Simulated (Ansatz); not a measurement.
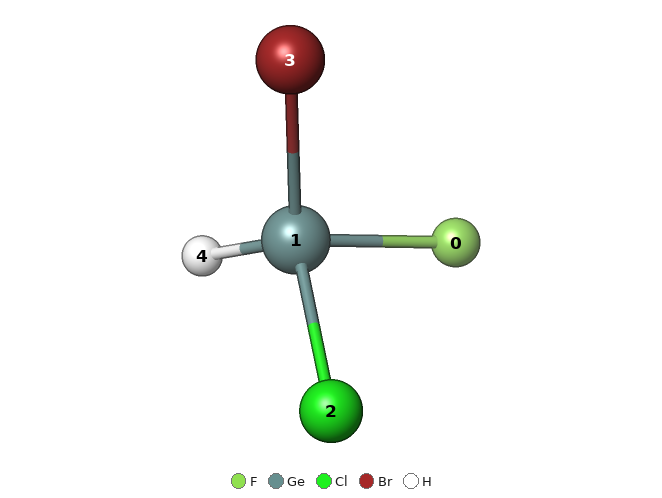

The structure as it stands in the input. Atoms are numbered from 0, in the order of the input.

The calculation was set up as follows.

```yaml
crystal:
  periodic: [false, false, false]
  atoms:
    - {symbol: F, position_ang: [-0.642073, -0.330206, 1.588004]}
    - {symbol: Ge, position_ang: [0.125432, 0.213876, 0.008666]}
    - {symbol: Cl, position_ang: [1.485076, -1.478193, -0.240259]}
    - {symbol: Br, position_ang: [-1.418476, 0.127099, -1.551925]}
    - {symbol: H, position_ang: [0.710148, 1.432680, 0.309584]}
basis:
  gaussian: {orbitals: cc-pVTZ}
hamiltonian: {xc: {name: LC-wPBE}}
scf: {lower_state_search: full}
```

Command:

```sh
ansatz run in.yaml --threads 4 --pin off --events-out ev --progress --plain --max-ram 10444MiB
```

Result:

```
Functional definition: LC-wPBE
  name "LC-wPBE"
  cite "Vydrov & Scuseria, J. Chem. Phys. 125, 234109 (2006) doi:10.1063/1.2409292"
  cite "Heyd & Scuseria, J. Chem. Phys. 120, 7274 (2004) doi:10.1063/1.1668634"
  cite "Ernzerhof & Perdew, J. Chem. Phys. 109, 3313 (1998) doi:10.1063/1.476928"
  cite "Perdew, Burke & Ernzerhof, Phys. Rev. Lett. 77, 3865 (1996) doi:10.1103/PhysRevLett.77.3865"
  parent pbe
  parameter omega = 0.4/bohr
  exchange = pbe_x_sr(omega) + exact_x_lr(omega)
  correlation = pbe_c
1210 factors; their error is unknown
284 factors; integrals over basis functions are off by at most 7.0e-5 eV
mean field evaluation 1: about -141801.9344 eV, gradient 4.5e1 eV
mean field evaluation 2: about -141800.4874 eV, gradient 6.0e1 eV
mean field evaluation 4: about -141805.2235 eV, gradient 1.9e0 eV
mean field evaluation 8: about -141805.2351 eV, gradient 3.0e-2 eV
mean field evaluation 16: about -141801.9166 eV, gradient 4.5e1 eV
mean field -141805.21115142 eV, -5211.2453907902 hartree, gradient 6.1e-5 eV, S^2 0.000000; 0 other end points of the search recorded, 0 dependent functions left out
reference -141805.21115142 eV, -5211.2453907904 hartree; 47, 47 occupied and 117, 117 virtual orbitals, 1210 factors
Total energy: -141805.21115142 eV, -5211.2453907904 hartree
```

Self-consistency was reached.
